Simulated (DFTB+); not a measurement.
# C5H6 (charge +1): energy and gradient calculation

System: C5H6 (3-Penten-1-yne, (E)-), charge +1, multiplicity 2.
Method: DFTB3, U-SCC, dispersion D3(BJ) (DFTB+ 25.1).

The geometry is that of the parent species in another charge or spin state. The geometry comes from this level: GFN2-xTB.

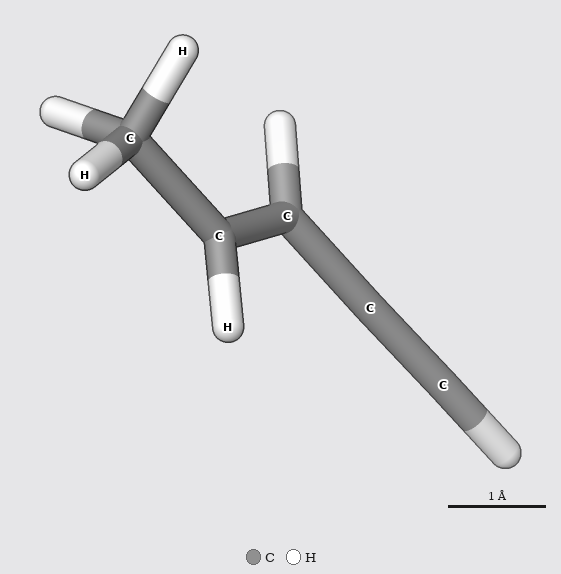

Fig. 1: The input geometry (stick view, seen at a tilt).

**Input (dftb_in.hsd)**
```
Geometry = GenFormat {
  <<< "geo.gen"
}

Hamiltonian = DFTB {
  SCC = Yes
  SlaterKosterFiles = Type2FileNames {
    Prefix = "slakos/"
    Separator = ""
    Suffix = ".spl"
    LowerCaseTypeName = Yes
  }
  MaxAngularMomentum = {
    C = "p"
    H = "s"
  }
  ThirdOrderFull = Yes
  HubbardDerivs = {
    C = -0.1492
    H = -0.1857
  }
  HCorrection = Damping {
    Exponent = 4.0
  }
  Charge = 1
  SCCTolerance = 1e-08
  MaxSCCIterations = 300
  Filling = Fermi {
    Temperature [K] = 300
  }
  SpinPolarisation = Colinear {
    UnpairedElectrons = 1
  }
  SpinConstants = {
    ShellResolvedSpin = No
    C = -0.023
    H = -0.072
  }
  Dispersion = DftD3 {
    Damping = BeckeJohnson {
      a1 = 0.5719
      a2 = 3.6017
    }
    s6 = 1.0
    s8 = 0.5883
  }
}

Analysis = {
  PrintForces = Yes
}

Options = {
  WriteResultsTag = Yes
}

ParserOptions = {
  ParserVersion = 14
}
```

**File geo.gen**
```
11 C
C H
   1  1     -1.414960      1.962570      1.813790
   2  1     -0.800440      1.076680      1.284230
   3  1     -0.063740      0.033980      0.687320
   4  1      0.096950     -0.093130     -0.628540
   5  1      0.878180     -1.200270     -1.260510
   6  2     -1.963490      2.730780      2.270520
   7  2      0.377680     -0.678810      1.374310
   8  2     -0.354150      0.634330     -1.289440
   9  2      1.913800     -1.182250     -0.920840
  10  2      0.869590     -1.114390     -2.343670
  11  2      0.460580     -2.169480     -0.987180
```

Command:
```bash
dftb+ > run.log
```

**Output**
```
|  DFTB+ development version (commit: a23bfb2)

Reading input file 'dftb_in.hsd'
Parser version: 14

--------------------------------------------------------------------------------
Reading SK-files:
./slakos/cc.spl
./slakos/ch.spl
./slakos/hh.spl
Done.

Processed input in HSD format written to 'dftb_pin.hsd'

Starting initialization...
--------------------------------------------------------------------------------
WARNING!
-> Dipole printed for a charged system : origin dependent quantity
OpenMP threads:              1
Chosen random seed:          2143157305
Current stacksize:           unlimited
Mode:                        Static calculation
Self consistent charges:     Yes
SCC-tolerance:                 0.100000E-07
Max. scc iterations:                    300
Shell resolved Hubbard:      No
Spin polarisation:           Yes
Nr. of up electrons:            13.000000
Nr. of down electrons:          12.000000
Periodic boundaries:         No
Electronic solver:           Relatively robust
Mixer:                       Broyden mixer
Mixing parameter:                  0.200000
Nr. of chrg. vec. in memory:            300
Max. SCC-cycles:                        300
Electronic temperature:              0.950045E-03 H      0.258520E-01 eV
Initial charges:             Set automatically (system chrg:   0.100E+01)
Included shells:             C:  s, p
                             H:  s
s-dftd3 library version:     1.0.0
-> damping function:         rational damping
Spin coupling constants:     C   1(s)-1(s):  -0.230000E-01
                             C   1(s)-2(p):  -0.230000E-01
                             C   2(p)-1(s):  -0.230000E-01
                             C   2(p)-2(p):  -0.230000E-01
                             H   1(s)-1(s):  -0.720000E-01
Full 3rd order correction    Yes
Damped SCC                   Yes
Damped species(s):           H
Extra options:
                             Mulliken analysis
                             Force calculation
Force type                   original

--------------------------------------------------------------------------------

***  Geometry step: 0

 iSCC Total electronic   Diff electronic      SCC error
    1   -0.10799776E+02    0.00000000E+00    0.53600954E+00
    2   -0.10776817E+02   -0.10799776E+02    0.26287284E+00
    3   -0.10808181E+02    0.22959152E-01    0.12730509E+00
    4   -0.10813456E+02   -0.31363900E-01    0.32946176E-01
    5   -0.10813804E+02   -0.52743311E-02    0.15486381E-01
    6   -0.10813826E+02   -0.34814776E-03    0.65578209E-02
    7   -0.10813830E+02   -0.22241887E-04    0.61897858E-02
    8   -0.10813833E+02   -0.40711126E-05    0.26622988E-02
    9   -0.10813833E+02   -0.31795579E-05    0.24365595E-02
   10   -0.10813834E+02    0.18168017E-06    0.44982194E-03
   11   -0.10813834E+02   -0.11262405E-05    0.23730683E-03
   12   -0.10813834E+02   -0.11834000E-07    0.95001043E-04
   13   -0.10813834E+02   -0.62090937E-08    0.51564752E-04
   14   -0.10813834E+02   -0.12450112E-08    0.60424836E-05
   15   -0.10813834E+02   -0.30892622E-09    0.23138772E-05
   16   -0.10813834E+02   -0.78852480E-11    0.84695087E-06
   17   -0.10813834E+02   -0.20143887E-11    0.83151571E-07
   18   -0.10813834E+02   -0.19539925E-12    0.11744987E-06
   19   -0.10813834E+02   -0.88817842E-14    0.10638766E-07
   20   -0.10813834E+02    0.53290705E-14    0.20658126E-08

Total Energy:                      -10.4161656399 H         -283.4383 eV
Extrapolated to 0K:                -10.4161656410 H         -283.4383 eV
Total Mermin free energy:          -10.4161656421 H         -283.4383 eV
Force related energy:              -10.4161656421 H         -283.4383 eV

--------------------------------------------------------------------------------
--------------------------------------------------------------------------------
SCC                                    +       0.01 ( 83.3%)       0.03 ( 90.9%)
--------------------------------------------------------------------------------
Missing                                +       0.00 ( 16.7%)       0.00 (  9.1%)
Total                                  =       0.02 (100.0%)       0.03 (100.0%)
--------------------------------------------------------------------------------
```

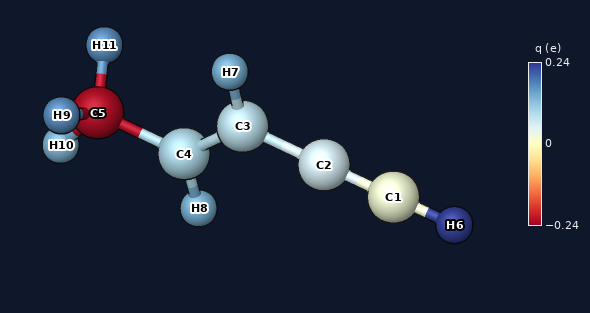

Fig. 2: Mulliken charges, as the colour of each atom (ball-and-stick view, seen at a tilt; atoms are numbered from 1 in the order of the input). By element: C −0.22 to +0.09 and H +0.13 to +0.23 e.

**Key numbers**

| quantity | value |
| --- | --- |
| outcome | converged |
| total energy | −10.416166 hartree |
| dispersion energy | −0.008067 hartree |
| basis functions | 26 |
| largest force | 4.826 eV/Å |
| hardware | 1 thread of Intel Xeon (Sapphire Rapids), 16 GiB of memory available, shared host |
| peak memory | 0.067 GiB |

The record of the run, not the program, notes: third-order terms on a second-order parameter set.
